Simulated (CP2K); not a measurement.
Consider fluoride dihydrate at its PBE geometry (Å).

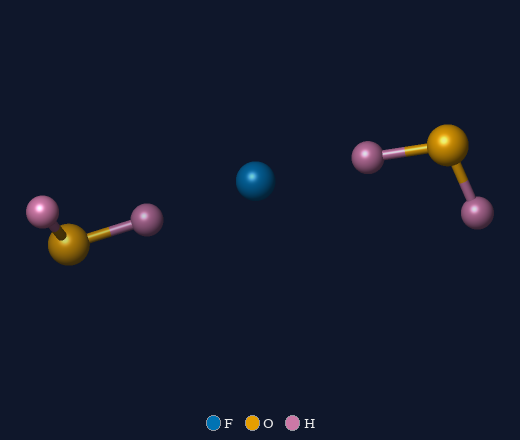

The molecule (fluorine blue, oxygen orange, hydrogen pink).

```xyz
7

F    -0.0418    0.2972    0.0034
O    -1.1130   -0.0607   -2.2234
O     1.1158    0.1191    2.2264
H    -1.9293   -0.5045   -1.9494
H    -0.6395    0.0982   -1.3141
H     0.6084    0.1981    1.3276
H     1.9994   -0.1473    1.9295
```

Method: CP2K XAS_TDP, all-electron GAPW, PBEh(45%), aug-cc-pVDZ, TDA, GW2X-corrected core level, no relativity.

Q: Predict the bright core excitations at the O K edge.

Leading lines: O2 533.86 eV and O3 533.92 eV. The leading line of an atom is its first one with 35 % of the strongest within 2.5 eV of its lowest line over the strength cut. Core ionisation energies at this level: O2 532.80 and O3 532.89 eV.

The first six lines of each atom with a strength over 0.0015:

```tsv
atom	energy (eV)	states	strength, one atom	above the computed threshold
O2 (bonded to 2 H, gives 1 H bond)	533.86	1	0.0104	yes
	535.99	1	0.0020	yes
	536.48	1	0.0061	yes
	536.74	1	0.0147	yes
	537.24	1	0.0156	yes
	538.14	1	0.0055	yes
O3 (bonded to 2 H, gives 1 H bond)	533.92	1	0.0106	yes
	536.07	1	0.0021	yes
	536.56	1	0.0070	yes
	536.82	1	0.0138	yes
	537.31	1	0.0156	yes
	538.24	1	0.0055	yes
```

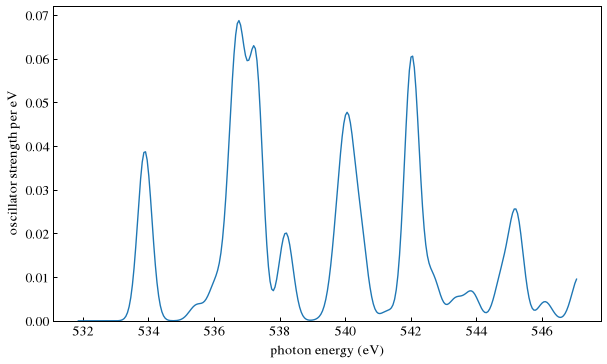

All atoms added, broadened by 0.5 eV.

Lines are vertical, at one geometry, with no vibrational structure. GW2X ionisation energies and lines can be off by 1 to 2 eV either way, and a good line position may hide errors that cancel. These values hold no scalar relativity, about 0.4 eV for O 1s. Rydberg lines, and the discretised continuum above threshold, depend on the basis and the box. This is one low-energy arrangement of the cluster, relaxed without a dispersion correction; others exist. The ion (charge -1) is isolated, with no counter-ion or solvent. In an isolated anion many lines lie above the ionisation threshold and are held only by the finite basis.

[Banner, clock and machine lines of the logs are left out without a mark of their own.]

[Logs are printed without paths, hosts, clocks, repeated set-up lines and the standing remarks that a program may print on its own settings, such as how far it seeks lower states.]

[Hosts, paths, dates, database ids (printed as entryN), source tags and the programs' standing remarks are cut or masked in the printed files.]
